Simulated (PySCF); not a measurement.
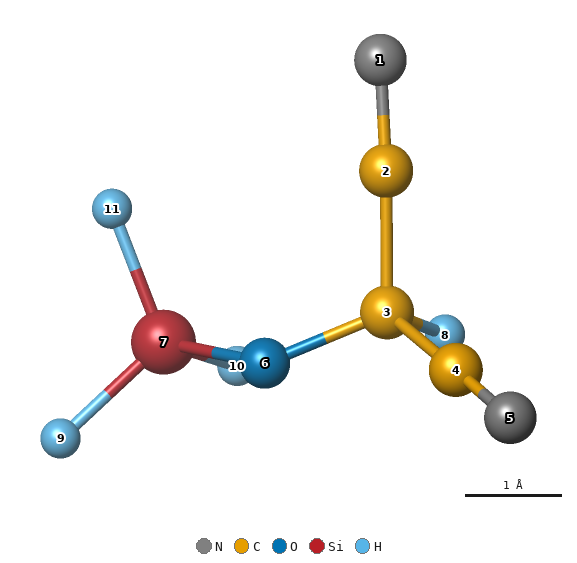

**Figure 1.** The structure (ball-and-stick view, seen at a tilt; atoms are numbered from 1 in the order of the input). Bond lengths as drawn: C–C 1.47 to 1.48 Å, C–H 1.11 Å, C–N 1.15 to 1.16 Å, C–O 1.38 Å, H–Si 1.48 to 1.49 Å and O–Si 1.69 Å.

NMR shielding calculation, with input and output: C3H4N2OSi

The run: NMR shielding calculation of C3H4N2OSi, SMILES N#CC(C#N)O[SiH3]. Method and program: GIAO KT3/pcSseg-1 NMR shielding, non-relativistic, gas phase (PySCF 2.14.0).

The geometry comes from this level: PBE0-D3(BJ)/def2-SVP. Figures and captions count atoms from 1; the log counts them from 0 in places.

Log:
```
coarse grid: 10576 points
cycle   1  E = -597.4448213734  dE =  9.045e-01  |g| = 9.607e-01  |ddm| = 3.236e+00
cycle   2  E = -596.2009760177  dE =  1.244e+00  |g| = 2.548e+00  |ddm| = 3.364e+00
cycle   3  E = -597.5844160837  dE = -1.383e+00  |g| = 4.569e-01  |ddm| = 2.725e+00
cycle   4  E = -597.6211170830  dE = -3.670e-02  |g| = 2.048e-01  |ddm| = 4.274e-01
cycle   5  E = -597.6298433189  dE = -8.726e-03  |g| = 4.312e-02  |ddm| = 2.037e-01
cycle   6  E = -597.6302937844  dE = -4.505e-04  |g| = 7.333e-03  |ddm| = 4.934e-02
cycle   7  E = -597.6303040027  dE = -1.022e-05  |g| = 3.497e-03  |ddm| = 7.538e-03
cycle   8  E = -597.6303057780  dE = -1.775e-06  |g| = 2.115e-03  |ddm| = 3.386e-03
final grid: 100232 points
cycle   9  E = -597.6668851836  dE = -1.940e-04  |g| = 2.108e-02  |ddm| = 6.002e-02
cycle  10  E = -597.6666267113  dE =  2.585e-04  |g| = 4.121e-02  |ddm| = 4.628e-02
cycle  11  E = -597.6669335291  dE = -3.068e-04  |g| = 9.728e-03  |ddm| = 3.577e-02
cycle  12  E = -597.6669499385  dE = -1.641e-05  |g| = 4.707e-03  |ddm| = 8.509e-03
cycle  13  E = -597.6669545034  dE = -4.565e-06  |g| = 7.491e-04  |ddm| = 3.746e-03
cycle  14  E = -597.6669545809  dE = -7.749e-08  |g| = 5.063e-04  |ddm| = 8.263e-04
cycle  15  E = -597.6669546390  dE = -5.805e-08  |g| = 3.802e-05  |ddm| = 3.526e-04
cycle  16  E = -597.6669546393  dE = -3.245e-10  |g| = 8.992e-06  |ddm| = 4.644e-05
```

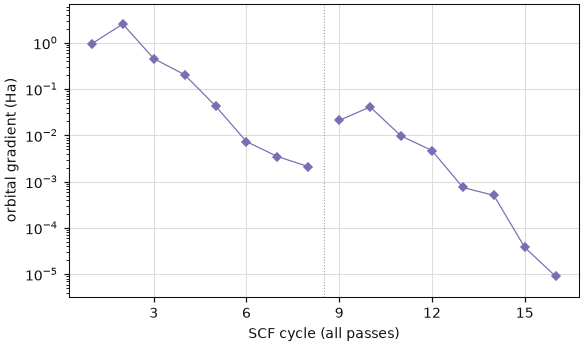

**Figure 2.** Convergence of the self-consistent field: orbital gradient against the SCF cycle. The dotted line marks the change from a coarse to the final integration grid. The first 8 cycles use a coarse grid, the final grid takes over at cycle 9, and the field converges after 16 cycles in all.

```
converged SCF energy = -597.6669546393

GIAO shielding tensors (ppm)
atom      isotropic    diamagn.    paramagn.     s11        s22        s33       span
  0 N      -28.707     338.375    -367.082   -183.239   -175.760    272.877    456.116
  1 C       78.733     261.969    -183.237    -29.020    -24.097    289.315    318.335
  2 C      128.131     239.732    -111.601    109.432    112.028    162.932     53.500
  3 C       78.682     259.126    -180.444    -30.683    -23.739    290.468    321.151
  4 N      -25.759     337.973    -363.732   -180.753   -177.329    280.805    461.558
  5 O      294.133     396.042    -101.908    262.922    285.476    334.002     71.081
  6 Si     389.719     880.646    -490.928    345.118    354.621    469.417    124.300
  7 H       26.405      26.913      -0.508     24.237     25.124     29.854      5.617
  8 H       26.524      28.433      -1.909     23.335     24.899     31.339      8.004
  9 H       26.622      28.865      -2.243     23.836     24.855     31.174      7.338
 10 H       26.304      29.199      -2.895     23.198     25.120     30.592      7.395
```

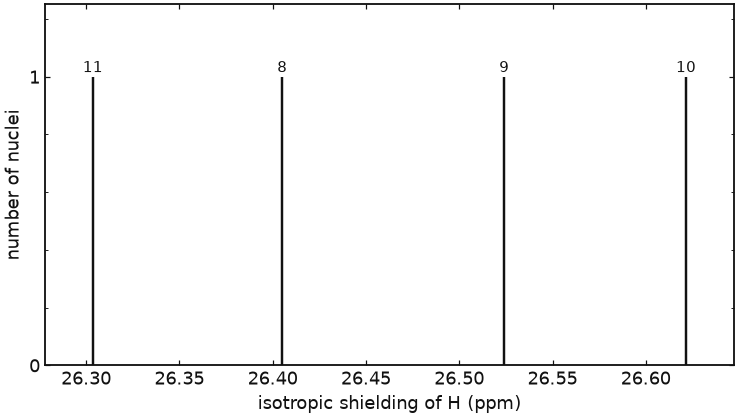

**Figure 3.** Isotropic shieldings of the hydrogen nuclei in this fixed geometry, labelled by atom number; shielding grows to the right, so chemical shift grows to the left. The least shielded is H11 (26.3 ppm), the most shielded H10 (26.6 ppm).

This output came from the following input.

Input:
```
{"job": {"kind": "nmr", "xc": "KT3", "basis": "pcSseg-1", "pop": false}, "charge": 0, "multiplicity": 1}
N     -1.201832     2.166803     1.154760
C     -1.087979     1.105191     0.712354
C     -0.840846    -0.248367     0.165862
C     -2.056637    -0.755558    -0.496119
N     -2.997777    -1.186683    -1.008329
O      0.219725    -0.272173    -0.722146
Si     1.840149    -0.021808    -0.298784
H     -0.662872    -0.909475     1.041240
H      2.617870    -0.470291    -1.478685
H      2.131931    -0.849410     0.910673
H      2.076119     1.416801     0.004713
```

The first line tells a small driver script what to run in PySCF; the rest is the geometry in Å.

Command:
```bash
OMP_NUM_THREADS=1 python <driver script> task.json out
```

Key numbers:

| quantity | value |
| --- | --- |
| outcome | converged |
| total energy | −597.666955 hartree |
| HOMO | −8.18 eV |
| LUMO | −2.39 eV |
| dipole moment | 4.15 D |
| isotropic shielding, N | −28.7 to −25.8 ppm |
| isotropic shielding, C | 78.7 to 128.1 ppm |
| isotropic shielding, O | 294.1 ppm |
| isotropic shielding, Si | 389.7 ppm |
| isotropic shielding, H | 26.3 to 26.6 ppm |
| hardware | 1 CPU thread, shared host |
| wall time | 16 s |
| peak memory | 0.76 GiB |
